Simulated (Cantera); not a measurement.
Feed: 1 mol MgO, 1.8 mol SO2, 1.2 mol O2, equilibrated at 0.0133 bar.

These are equilibrium values from Cantera (NASA tables, ideal gas, pure condensed phases), not measurements of a reactor. Candidate condensed phases: Mg, MgO, MgS, MgSO4, S; 14 gas species. Equilibrium is a limit: real reactors are often held back by kinetics, nucleation or transport.

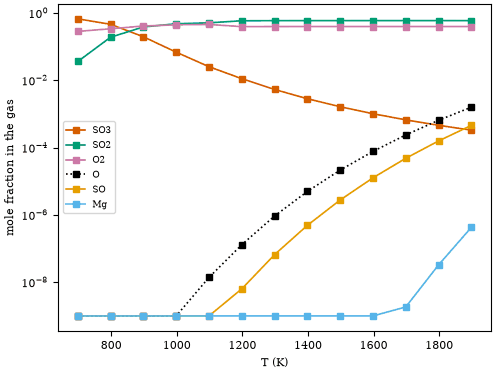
Figure. Equilibrium gas composition (values under 1e-9 drawn at 1e-9)

**Question.** Read off the mole fractions at 1098 K.

**Answer.** SO2 about 0.51, O2 about 0.46, SO3 about 0.026, O about 1.4e-8.
